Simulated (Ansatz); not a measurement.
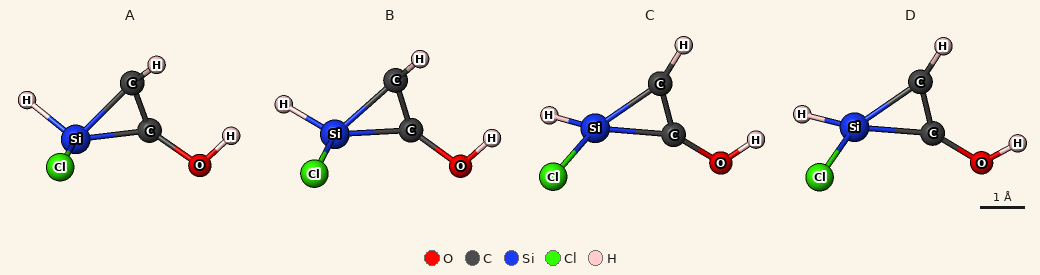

4 geometries from one relaxation of C2H3ClOSi (coarse preliminary run), in shuffled order. The picture is a ball-and-stick view, seen at a tilt.

The start comes from a force field.

Method: RKS PBE-D4/def2-SVP in Ansatz. (force threshold 0.03 eV/Å; at most 200 steps)

### Put them in the order of the run, from the start to the converged end.

A, B, D, C. They are steps 0, 1, 3, 8, at +174.6 kJ/mol, +87.4 kJ/mol, +10.9 kJ/mol relative to the last. Over 7 accepted moves (8 points after the start) the energy falls by 174.6 kJ/mol. Largest force component: 3.7 eV/Å at the start, 0.021 eV/Å at the end. The line search rejected the trial step at point 5 of the run. The atom that moves furthest after the best rigid fit is the Cl atom (0.66 Å). Largest moves by element: Cl 0.66 Å, H 0.49 Å, Si 0.43 Å, C 0.36 Å, O 0.34 Å. Some distances before and after: C–Si 1.720 → 1.818 Å, C–O 1.408 → 1.336 Å, C–Si 1.851 → 1.818 Å, Cl–Si 2.055 → 2.085 Å. Among the angles between lasting bonds that change: C–Si–H 99.6° → 125.2°, C–Si–Cl 98.3° → 122.8°, O–C–Si 134.5° → 153.0°.
